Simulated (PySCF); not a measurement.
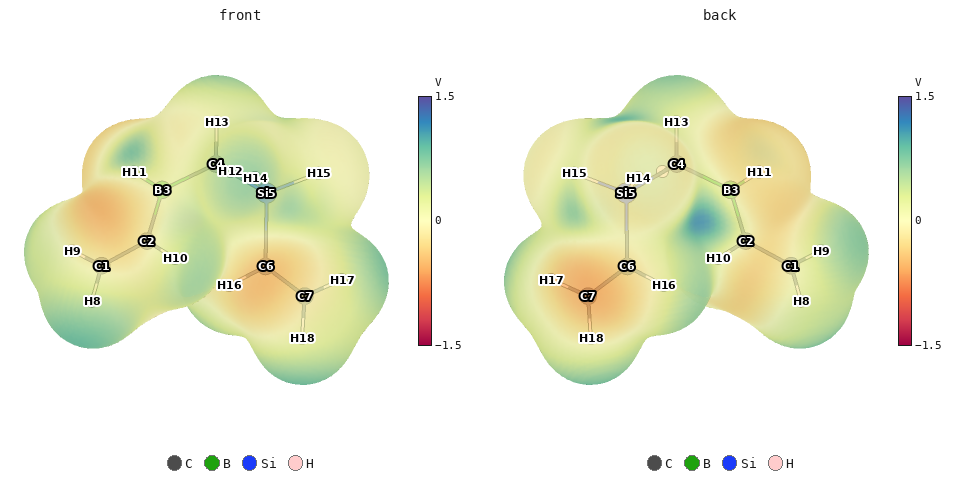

*C$_{5}$H$_{11}$BSi. The electrostatic potential painted on the density surface at 0.002 e/bohr³, seen from the front and from behind; red is negative and blue positive.*

Geometry: GFN2-xTB.

The calculation used PySCF, PBE0/def2-SVPD, SCF density, gas phase.

```csv
atom,x (Å),y (Å),z (Å)
C,2.7156,0.2808,-1.3661
C,1.7748,0.4852,-0.4458
B,1.4289,-0.5154,0.6889
C,0.3295,-0.1538,1.7234
Si,-1.3678,-0.7482,1.0491
C,-1.6353,-0.0608,-0.6839
C,-2.5978,0.7763,-1.0378
H,2.9435,0.9925,-2.1469
H,3.3080,-0.6210,-1.3701
H,1.2236,1.4204,-0.5059
H,1.9687,-1.5568,0.7284
H,0.2356,0.9190,1.8941
H,0.4584,-0.6348,2.6920
H,-1.4108,-2.2171,0.9923
H,-2.4220,-0.2633,1.9525
H,-0.9253,-0.3741,-1.4422
H,-3.3325,1.1241,-0.3294
H,-2.7040,1.1534,-2.0444
```

### Which sites attract a positive test charge, and which a negative one?

A positive charge is drawn to the negative regions and a negative charge to the positive ones. The most negative region (about −0.6 V) lies over the π face of C2, C6 and C7, the most positive (about +1.0 V) over B3 and Si5.

### How polar is the molecule by this calculation?

Its dipole moment is 1.01 D.
